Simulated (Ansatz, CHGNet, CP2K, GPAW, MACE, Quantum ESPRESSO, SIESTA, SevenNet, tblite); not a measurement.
# CP2K on H-capped Ge nanowire along [001] with a Si core (65 atoms): settings against a plane-wave reference, part 5 of 5

How do the settings of CP2K change the result for H-capped Ge nanowire along [001] with a Si core (65 atoms)? A plane-wave run serves as the yardstick.

Program: CP2K 2026.2; the method stands at each step. Banners, paths, timers and routine set-up lines are dropped from the logs unmarked, and long logs keep their key lines alone; longer cuts are marked.

So far. Step 12 (LDA, DZVP-MOLOPT-SR, 450/50 Ry, diagonalisation): Against the first run (4.2 %), the force difference from the reference is 29 %, at 0.54 times the CPU time; the model has changed, so this is no error of the program alone. Step 13 (PBE, DZVP-UZH, 450/70 Ry, diagonalisation): Against the first run (4.2 %), the force difference from the reference is 4.2 %, at 1.1 times the CPU time: the change moves forces by under 0.01 meV/Å r.m.s., so most of the difference comes from elsewhere.

## (15) The ladder

Differences are against the plane-wave reference, forces as r.m.s. over components; share is that over the reference's r.m.s. force, slope the least-squares factor from reference forces to these. Total energies of different programs have different zeros and aren't compared.

| run | Δ force, r.m.s. (meV/Å) | share (%) | slope | Δ gap (eV) | cores | CPU time | memory (GiB) |
| --- | --- | --- | --- | --- | --- | --- | --- |
| reference | - | - | - | - | 4 | 31 min | 8.2 |
| CP2K PBE, DZVP-UZH, 450/50 Ry, diagonalisation | 23.6 | 4.23 | 0.984 | 0.0702 | 2 | 3.5 min | 7.6 |
| CP2K PBE, TZV2P-UZH, 450/50 Ry, diagonalisation | 19.4 | 3.48 | 0.983 | 0.0152 | 4 | 6.3 min | 9.3 |
| CP2K PBE, TZV2P-MOLOPT (SR for Ge), 450/50 Ry, diagonalisation | 24.0 | 4.30 | 0.982 | 0.0113 | 4 | 7.3 min | 9.3 |
| CP2K PBE, SZV-MOLOPT-SR, 450/50 Ry, SIGN filter 1e-03, SCF 1e-04 (coarse) | 734 | 132 | 0.518 | - | 1 | 50 s | 3.2 |
| CP2K PBE, SZV-MOLOPT-SR, 450/50 Ry, diagonalisation (coarse) | 412 | 73.9 | 0.851 | 1.41 | 1 | 2.5 min | 7.3 |
| CP2K PBE+D3, DZVP-UZH, 450/50 Ry, diagonalisation | 22.5 | 4.04 | 0.981 | 0.0702 | 2 | 3.5 min | 7.6 |
| CP2K PBE, DZVP-UZH, 225/50 Ry, diagonalisation (coarse) | 28.5 | 5.12 | 0.982 | 0.0702 | 1 | 99 s | 2.5 |
| CP2K PBE, DZVP-UZH, 450/50 Ry, OT CG | 23.6 | 4.23 | 0.984 | 0.0702 | 2 | 11 min | 3.4 |
| CP2K r2SCAN, SCAN potentials, DZVP-UZH(SCAN), 600/50 Ry, diagonalisation | 226 | 40.5 | 0.841 | 0.358 | 2 | 7.1 min | 12 |
| CP2K PBE, DZVP-UZH, 157/50 Ry, diagonalisation (coarse) | 296 | 53.1 | 0.919 | 0.0702 | 1 | 76 s | 1.6 |
| CP2K LDA, DZVP-MOLOPT-SR, 450/50 Ry, diagonalisation | 161 | 28.9 | 0.873 | 0.0188 | 2 | 1.9 min | 7.2 |
| CP2K PBE, DZVP-UZH, 450/70 Ry, diagonalisation | 23.6 | 4.23 | 0.984 | 0.0702 | 2 | 3.9 min | 7.6 |

Rows marked coarse were listed beforehand as settings not expected to be converged; some can still land near the reference.

CPU time is summed over cores on a shared host, where runs went side by side, so it is rough. Symmetry, cutoffs, thresholds, outputs and thread counts weren't matched or tuned between programs; memory under MPI is the largest rank's times the ranks.

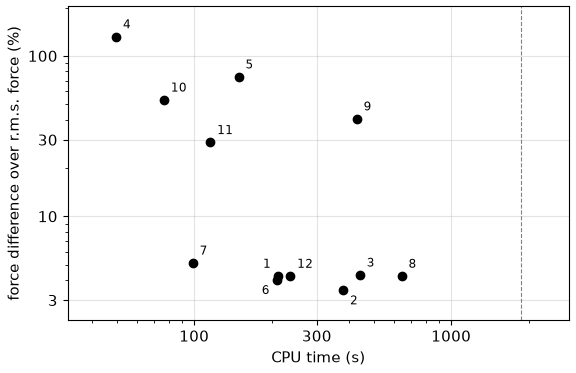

Force difference against CPU time; the dashed line marks the reference's time. Points: 1 CP2K PBE, DZVP-UZH, 450/50 Ry, diagonalisation; 2 CP2K PBE, TZV2P-UZH, 450/50 Ry, diagonalisation; 3 CP2K PBE, TZV2P-MOLOPT (SR for Ge), 450/50 Ry, diagonalisation; 4 CP2K PBE, SZV-MOLOPT-SR, 450/50 Ry, SIGN filter 1e-03, SCF 1e-04; 5 CP2K PBE, SZV-MOLOPT-SR, 450/50 Ry, diagonalisation; 6 CP2K PBE+D3, DZVP-UZH, 450/50 Ry, diagonalisation; 7 CP2K PBE, DZVP-UZH, 225/50 Ry, diagonalisation; 8 CP2K PBE, DZVP-UZH, 450/50 Ry, OT CG; 9 CP2K r2SCAN, SCAN potentials, DZVP-UZH(SCAN), 600/50 Ry, diagonalisation; 10 CP2K PBE, DZVP-UZH, 157/50 Ry, diagonalisation; 11 CP2K LDA, DZVP-MOLOPT-SR, 450/50 Ry, diagonalisation; 12 CP2K PBE, DZVP-UZH, 450/70 Ry, diagonalisation.

Mean charges by element (e), by run and scheme:

| run | scheme | Ge | Si | H |
| --- | --- | --- | --- | --- |
| CP2K PBE, DZVP-UZH, 450/50 Ry, diagonalisation | Mulliken | +0.06 | +0.08 | -0.08 |
| CP2K PBE, DZVP-UZH, 450/50 Ry, diagonalisation | Hirshfeld | +0.06 | 0.00 | -0.06 |
| CP2K PBE, TZV2P-UZH, 450/50 Ry, diagonalisation | Mulliken | +0.08 | +0.09 | -0.11 |
| CP2K PBE, TZV2P-UZH, 450/50 Ry, diagonalisation | Hirshfeld | +0.06 | 0.00 | -0.06 |
| CP2K PBE, TZV2P-MOLOPT (SR for Ge), 450/50 Ry, diagonalisation | Mulliken | +0.08 | +0.10 | -0.11 |
| CP2K PBE, TZV2P-MOLOPT (SR for Ge), 450/50 Ry, diagonalisation | Hirshfeld | +0.06 | 0.00 | -0.06 |
| CP2K PBE+D3, DZVP-UZH, 450/50 Ry, diagonalisation | Mulliken | +0.06 | +0.08 | -0.08 |
| CP2K PBE+D3, DZVP-UZH, 450/50 Ry, diagonalisation | Hirshfeld | +0.06 | 0.00 | -0.06 |
| CP2K PBE, DZVP-UZH, 450/50 Ry, OT CG | Mulliken | +0.06 | +0.08 | -0.08 |
| CP2K PBE, DZVP-UZH, 450/50 Ry, OT CG | Hirshfeld | +0.06 | 0.00 | -0.06 |
| CP2K r2SCAN, SCAN potentials, DZVP-UZH(SCAN), 600/50 Ry, diagonalisation | Mulliken | +0.02 | +0.09 | -0.05 |
| CP2K r2SCAN, SCAN potentials, DZVP-UZH(SCAN), 600/50 Ry, diagonalisation | Hirshfeld | +0.06 | 0.00 | -0.06 |
| CP2K LDA, DZVP-MOLOPT-SR, 450/50 Ry, diagonalisation | Mulliken | -0.06 | -0.05 | +0.08 |
| CP2K LDA, DZVP-MOLOPT-SR, 450/50 Ry, diagonalisation | Hirshfeld | +0.04 | 0.00 | -0.04 |
| CP2K PBE, DZVP-UZH, 450/70 Ry, diagonalisation | Mulliken | +0.06 | +0.08 | -0.08 |
| CP2K PBE, DZVP-UZH, 450/70 Ry, diagonalisation | Hirshfeld | +0.06 | 0.00 | -0.06 |

Within one program, basis, potentials and functional, energies share a zero. Each run against its twin at the usual cutoff or grid and solver:

| run | twin | Δ energy (meV/atom) | Δ force, r.m.s. (meV/Å) | CPU time over the twin's |
| --- | --- | --- | --- | --- |
| CP2K PBE, SZV-MOLOPT-SR, 450/50 Ry, SIGN filter 1e-03, SCF 1e-04 | SZV-MOLOPT-SR, 450/50 Ry, diagonalisation | 40.6 | 405 | 0.33 |
| CP2K PBE, DZVP-UZH, 225/50 Ry, diagonalisation | DZVP-UZH, 450/50 Ry, diagonalisation | -0.102 | 13.8 | 0.47 (this twin ran on 2 cores) |
| CP2K PBE, DZVP-UZH, 450/50 Ry, OT CG | DZVP-UZH, 450/50 Ry, diagonalisation | 0 | 0.031 | 3.0 |
| CP2K PBE, DZVP-UZH, 157/50 Ry, diagonalisation | DZVP-UZH, 450/50 Ry, diagonalisation | -2.35 | 290 | 0.36 (this twin ran on 2 cores) |
| CP2K PBE, DZVP-UZH, 450/70 Ry, diagonalisation | DZVP-UZH, 450/50 Ry, diagonalisation | 0 | 0 | 1.1 |

Further runs of this program without a result: CP2K PBE, SZV-MOLOPT-SR, 450/50 Ry, SIGN filter 1e-07, SCF 1e-07 (cut off at its time limit); CP2K PBE, SZV-MOLOPT-SR, 450/50 Ry, SIGN filter 1e-05, SCF 1e-06 (cut off at its time limit).

## (16) What came out

```yaml
nearest_in_forces: CP2K PBE, TZV2P-UZH, 450/50 Ry, diagonalisation, 3.5 %
its_cpu_time: 6.3 min
```

The PBE runs in local orbitals, coarse settings apart, differ by 3.5 % (CP2K PBE, TZV2P-UZH, 450/50 Ry, diagonalisation) to 4.3 % (CP2K PBE, TZV2P-MOLOPT (SR for Ge), 450/50 Ry, diagonalisation); basis, grid and potentials can all enter. Rows with another functional or a dispersion term differ by 4.0 % (CP2K PBE+D3, DZVP-UZH, 450/50 Ry, diagonalisation) to 40 % (CP2K r2SCAN, SCAN potentials, DZVP-UZH(SCAN), 600/50 Ry, diagonalisation), which mixes the change of model with differences of basis and potentials, some of them made for another functional. CP2K PBE, DZVP-UZH, 450/50 Ry, OT CG needed 72 SCF steps, so its time overstates the method's usual cost. Runs with settings chosen to be coarse differ by 5.1 % (CP2K PBE, DZVP-UZH, 225/50 Ry, diagonalisation) to 132 % (CP2K PBE, SZV-MOLOPT-SR, 450/50 Ry, SIGN filter 1e-03, SCF 1e-04), their programs' other errors included. Of the electronic-structure runs that take under half the reference's CPU time, CP2K PBE, TZV2P-UZH, 450/50 Ry, diagonalisation comes nearest, at 3.5 % in 6.3 min against 31 min. At the same functional, gaps differ from the reference's 2.05 eV by between +0.01 and +1.41 eV. A likely cause of the wide gaps: compact atomic orbitals describe empty levels worse than filled ones. These are spacings on the run's k-points, which needn't hold the band edges. Charges hang on scheme and program or settings: among these rows the mean for H runs from -0.11 to +0.08 e, even in sign. The potentials hold different valence shells: 456 electrons in the reference, 176 in CP2K with SZV-MOLOPT-SR; this bears on time and differences. The cell is under 6 Å thick along one periodic direction, so every atom has periodic images of itself close by, which move with it and show among its neighbours and in g(r). The electronic-structure runs sample only Γ, in a cell whose periodic width is 6 Å.

[Also dropped from logs without a mark: logging warnings of Python, and SIESTA's first energy breakdown and zero terms.]

[Logs are printed without paths, hosts, clocks, repeated set-up lines and the standing remarks that a program may print on its own settings, such as how far it seeks lower states.]

[Hosts, paths, dates, database ids (printed as entryN), source tags and the programs' standing remarks are cut or masked in the printed files.]
